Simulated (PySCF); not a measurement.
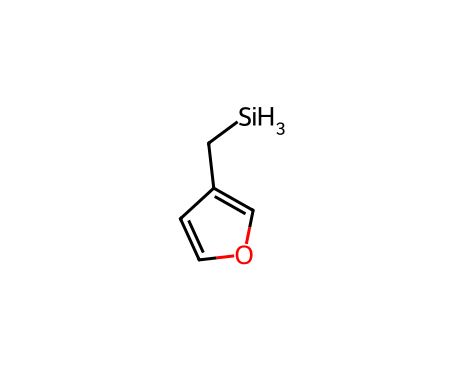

The computed structure is the end point of a GFN2-xTB optimisation. No frequency run is at hand to confirm it as a minimum. Method: CAM-B3LYP/def2-SVPD, gas phase (PySCF 2.14.0). Excitations: vertical, linear response.

Predict the main results.

The species is C5H8OSi (`[SiH3]Cc1ccoc1`).
- dipole moment: 0.87 D
- HOMO energy (Kohn–Sham orbital): −7.72 eV
- LUMO energy (Kohn–Sham orbital): 1.15 eV
- HOMO–LUMO gap: 8.88 eV
- mean static polarisability: 85.3 bohr³
- lowest vertical singlet excitation: 6.07 eV
- its oscillator strength: 0.111
- brightest of the 8 lowest singlets: 7.50 eV
- its oscillator strength: 0.29

The geometry is semi-empirical. Around Si such bond lengths and angles can be off by a tenth of an ångström or more and by several degrees, and values that hang on the shape move with them.
